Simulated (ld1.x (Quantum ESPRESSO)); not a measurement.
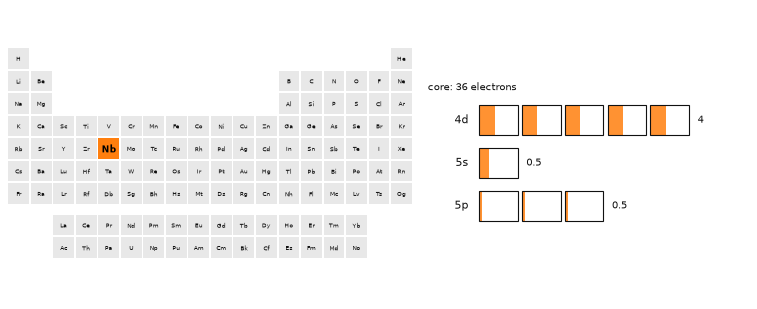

Figure 1. Left, the place of niobium in the periodic table; right, the valence shells of the reference configuration: a box for each of the 2l + 1 orbitals, shaded by the share of the shell that is filled, with the electron count at the right.

## Nb: pseudopotential generation

System: niobium (Nb, Z = 41), core [Kr], reference valence 4d4 5s0.5 5p0.5, valence charge 5.
Method: TM potential, PBE, scalar-relativistic, made with ld1.x (Quantum ESPRESSO) 7.5.

## Input file
```
 &input
   title='Nb', zed=41., rel=1, dft='PBE', iswitch=3,
   config='[Kr] 4d4 5s0.5 5p0.5',
   nld=3, rlderiv=3.05, eminld=-2.0, emaxld=5.0, deld=0.02
 /
 &inputp
   pseudotype=2, tm=.true., lloc=2,
   nlcc=.true., new_core_ps=.true.,
   file_pseudopw='Nb.UPF', file_wfcaegen='ae.wfc', file_wfcncgen='nc.wfc', file_beta='beta', file_chi='chi'
 /
3
5S  1  0   0.50   0.00  2.80  2.80  0.0
5P  2  1   0.50   0.00  1.50  1.50  0.0
4D  3  2   4.00   0.00  1.95  1.95  0.0
 &test
   configts(1)='4d4 5s0.5 5p0.5'
 /
```

Hardware: 1 CPU thread, shared host.

Run as:
```bash
ld1.x < Nb.in > Nb.out
```

## Output
```
     Program LD1 v.7.5
     --------------------------- All-electron run ----------------------------

     Nb
     scalar relativistic calculation

     atomic number is 41.00
     dft =PBE   lsd =0 sic =0 latt =0  beta=0.20 tr2=1.0E-14
     Exchange-correlation= PBE
                           (   1   4   3   4   0   0   0)
     mesh =1227 r(mesh) = 100.62774 a.u. xmin = -7.00 dx = 0.01250
     1 Ry =  13.60569312 eV, c = 137.03599908

     n l     nl                  e(Ry)          e(Ha)          e(eV)
     1 0     1S 1( 2.00)     -1382.4527      -691.2264    -18809.2272
     2 0     2S 1( 2.00)      -193.4088       -96.7044     -2631.4603
     2 1     2P 1( 6.00)      -172.6991       -86.3496     -2349.6913
     3 0     3S 1( 2.00)       -32.3082       -16.1541      -439.5761
     3 1     3P 1( 6.00)       -25.5382       -12.7691      -347.4647
     4 0     4S 1( 2.00)        -4.3389        -2.1694       -59.0336
     4 1     4P 1( 6.00)        -2.5848        -1.2924       -35.1678
     3 2     3D 1(10.00)       -14.4728        -7.2364      -196.9121
     4 2     4D 1( 4.00)        -0.2667        -0.1333        -3.6286
     5 0     5S 1( 0.50)        -0.3238        -0.1619        -4.4061
     5 1     5P 1( 0.50)        -0.1068        -0.0534        -1.4524

     final scf error:  9.2E-15 reached in  31 iterations

     Etot =   -7639.122253 Ry,   -3819.561126 Ha, -103935.553100 eV

     Ekin =    7865.495132 Ry,    3932.747566 Ha,  107015.513025 eV
     Encl =  -18402.398537 Ry,   -9201.199268 Ha, -250377.387221 eV
     Eh   =    3135.078800 Ry,    1567.539400 Ha,   42654.920067 eV
     Exc  =    -237.297647 Ry,    -118.648824 Ha,   -3228.598970 eV

     normalization and overlap integrals

     s(1S/1S) =  1.000000  <r> =   0.0361  <r2> =    0.0018  r(max) =   0.0235
     s(2S/2S) =  1.000000  <r> =   0.1580  <r2> =    0.0294  r(max) =   0.1335
     s(2P/2P) =  1.000000  <r> =   0.1377  <r2> =    0.0232  r(max) =   0.1066
     s(3S/3S) =  1.000000  <r> =   0.4432  <r2> =    0.2251  r(max) =   0.3961
     s(3P/3P) =  1.000000  <r> =   0.4458  <r2> =    0.2314  r(max) =   0.3912
     s(4S/4S) =  1.000000  <r> =   1.1594  <r2> =    1.5251  r(max) =   1.0371
     s(4P/4P) =  1.000000  <r> =   1.3033  <r2> =    1.9516  r(max) =   1.1179
     s(3D/3D) =  1.000000  <r> =   0.4330  <r2> =    0.2261  r(max) =   0.3325
     s(4D/4D) =  1.000000  <r> =   2.1789  <r2> =    6.0284  r(max) =   1.4902
     s(5S/5S) =  1.000000  <r> =   3.6874  <r2> =   15.6355  r(max) =   3.0387
     s(5P/5P) =  1.000000  <r> =   5.3651  <r2> =   33.8971  r(max) =   4.2056

     ------------------------ End of All-electron run ------------------------

     --------------------- Generating NC pseudopotential ---------------------

      Generating local pot.: lloc=2, matching radius rcloc =   1.9500

      Computing core charge for nlcc:

       r > 1.65 : true rho core
      Core charge pseudized with two Bessel functions
      Integrated core pseudo-charge :  11.51

      Wfc   5S  rcut= 2.819  Using Troullier-Martins method

      Wfc   5P  rcut= 1.509  Using Troullier-Martins method

       Warning: n=2, l=1 expected 0 nodes, found 1
       Setting wfc to zero for this iteration
       (This warning will only be printed once per wavefunction)

     ------------------- End of pseudopotential generation -------------------

     --------------------------- All-electron run ----------------------------

     Nb
     scalar relativistic calculation

     atomic number is 41.00
     dft =PBE   lsd =0 sic =0 latt =0  beta=0.20 tr2=1.0E-14
     Exchange-correlation= PBE
                           (   1   4   3   4   0   0   0)
     mesh =1227 r(mesh) = 100.62774 a.u. xmin = -7.00 dx = 0.01250
     1 Ry =  13.60569312 eV, c = 137.03599908

     n l     nl                  e(Ry)          e(Ha)          e(eV)
     1 0     1S 1( 2.00)     -1382.4527      -691.2264    -18809.2272
     2 0     2S 1( 2.00)      -193.4088       -96.7044     -2631.4603
     2 1     2P 1( 6.00)      -172.6991       -86.3496     -2349.6913
     3 0     3S 1( 2.00)       -32.3082       -16.1541      -439.5761
     3 1     3P 1( 6.00)       -25.5382       -12.7691      -347.4647
     4 0     4S 1( 2.00)        -4.3389        -2.1694       -59.0336
     4 1     4P 1( 6.00)        -2.5848        -1.2924       -35.1678
     3 2     3D 1(10.00)       -14.4728        -7.2364      -196.9121
     4 2     4D 1( 4.00)        -0.2667        -0.1333        -3.6286
     5 0     5S 1( 0.50)        -0.3238        -0.1619        -4.4061
     5 1     5P 1( 0.50)        -0.1068        -0.0534        -1.4524

     final scf error:  9.2E-15 reached in  31 iterations

     Etot =   -7639.122253 Ry,   -3819.561126 Ha, -103935.553100 eV

     Ekin =    7865.495132 Ry,    3932.747566 Ha,  107015.513025 eV
     Encl =  -18402.398537 Ry,   -9201.199268 Ha, -250377.387221 eV
     Eh   =    3135.078800 Ry,    1567.539400 Ha,   42654.920067 eV
     Exc  =    -237.297647 Ry,    -118.648824 Ha,   -3228.598970 eV

     normalization and overlap integrals

     s(1S/1S) =  1.000000  <r> =   0.0361  <r2> =    0.0018  r(max) =   0.0235
     s(2S/2S) =  1.000000  <r> =   0.1580  <r2> =    0.0294  r(max) =   0.1335
     s(2P/2P) =  1.000000  <r> =   0.1377  <r2> =    0.0232  r(max) =   0.1066
     s(3S/3S) =  1.000000  <r> =   0.4432  <r2> =    0.2251  r(max) =   0.3961
     s(3P/3P) =  1.000000  <r> =   0.4458  <r2> =    0.2314  r(max) =   0.3912
     s(4S/4S) =  1.000000  <r> =   1.1594  <r2> =    1.5251  r(max) =   1.0371
     s(4P/4P) =  1.000000  <r> =   1.3033  <r2> =    1.9516  r(max) =   1.1179
     s(3D/3D) =  1.000000  <r> =   0.4330  <r2> =    0.2261  r(max) =   0.3325
     s(4D/4D) =  1.000000  <r> =   2.1789  <r2> =    6.0284  r(max) =   1.4902
     s(5S/5S) =  1.000000  <r> =   3.6874  <r2> =   15.6355  r(max) =   3.0387
     s(5P/5P) =  1.000000  <r> =   5.3651  <r2> =   33.8971  r(max) =   4.2056

     ------------------------ End of All-electron run ------------------------

     Computing logarithmic derivative in   3.05781

 %%%%%%%%%%%%%%%%%%%%%%%%%%%%%%%%%%%%%%%%%%%%%%%%%%%%%%%%%%%%%%%%%%%%%%%%%%%%%%
     Error in routine run_pseudo (1):
     Errors in PS-KS equation
 %%%%%%%%%%%%%%%%%%%%%%%%%%%%%%%%%%%%%%%%%%%%%%%%%%%%%%%%%%%%%%%%%%%%%%%%%%%%%%

     stopping ...
```

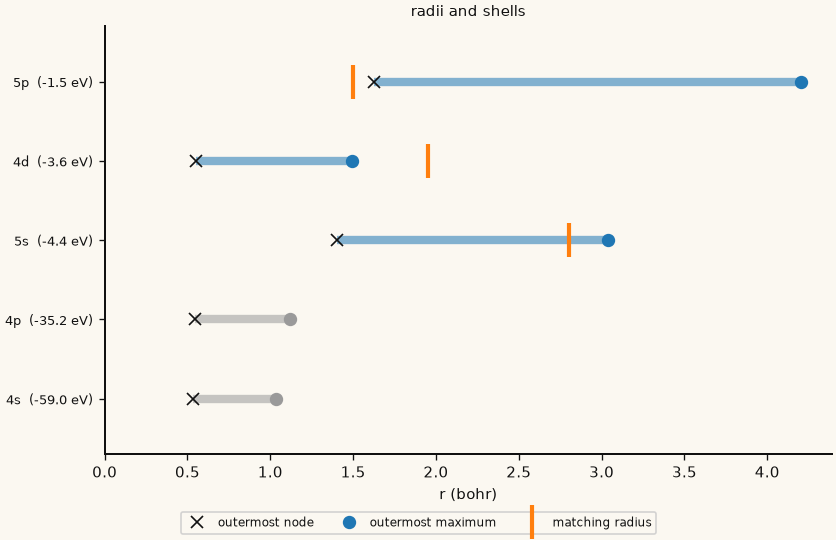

Figure 2. Outer shells of the all-electron reference atom: each bar runs from the outermost node (or the nucleus) to the outermost maximum of u(r); the tick is the radius chosen for the pseudo-wave. Shells without a tick have no pseudo-wave of their own. Levels, nodes and maxima are from ld1.x, scalar-relativistic.

- Radii against the shells: 5s: 2.80 bohr, between node and maximum; 4d: 1.95 bohr, outside the maximum; 5p: 1.50 bohr, inside the outermost node.

## Outcome

- outcome: ended with an error
- wall time: 0.69 s

## What went wrong

The generator stopped with the message “run_pseudo: Errors in PS-KS equation”. In words: the pseudo-atom solver did not find the valence states with the expected number of nodes, which is the usual sign of a ghost state. The 5p radius (1.500 bohr) lies inside the outermost all-electron node (1.623 bohr).
